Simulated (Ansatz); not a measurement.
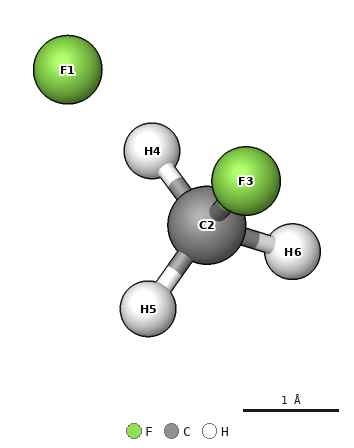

This is the input geometry for a relaxation of CH3F2 (charge −1) (coarse preliminary run). A ball-and-stick model, seen from a free direction.

Method: RKS PBE-D4/def2-SVPD (Ansatz).

Input
```yaml
crystal:
  periodic: [false, false, false]
  atoms:
    - {symbol: F, position_ang: [-0.476500, 0.230600, -2.290200]}
    - {symbol: C, position_ang: [0.125400, -0.082100, 0.405200]}
    - {symbol: F, position_ang: [-0.528800, 0.679100, 1.364900]}
    - {symbol: H, position_ang: [-0.236100, 0.167000, -0.626000]}
    - {symbol: H, position_ang: [-0.074100, -1.127800, 0.642100]}
    - {symbol: H, position_ang: [1.190100, 0.133300, 0.504000]}
basis:
  gaussian: {orbitals: def2-SVPD}
total_charge: -1
hamiltonian: {xc: pbe, dispersion: d4}
relax: {f_tol: 0.03, max_steps: 250}
```

Run as
```bash
ansatz run in.yaml --threads 2 --pin off --events-out ev --progress --plain --max-ram 5222MiB
```

> What does the optimiser find from here?

The energy falls by 5.44 kJ/mol in 4 geometry steps. The largest force component goes from 1.1 to 0.012 eV/Å. F3 moves most after the best rigid fit: 0.045 Å. Largest moves by element: F 0.045 Å, H 0.033 Å, C 0.003 Å. Near-neighbour distances that change, for instance: C2–F3 1.389 → 1.433 Å, C2–H4 1.121 → 1.146 Å, C2–H5 1.091 → 1.112 Å. Cost: 4.7 s on 2 threads of Intel Xeon Platinum 8375C @ 2.90GHz, with other jobs on the host.

The structure at the end:

```xyz
6

F    -0.4861    0.2364   -2.3122
C     0.1235   -0.0800    0.4033
F    -0.5461    0.6999    1.4012
H    -0.2331    0.1623   -0.6585
H    -0.0681   -1.1463    0.6523
H     1.2099    0.1279    0.5139
```
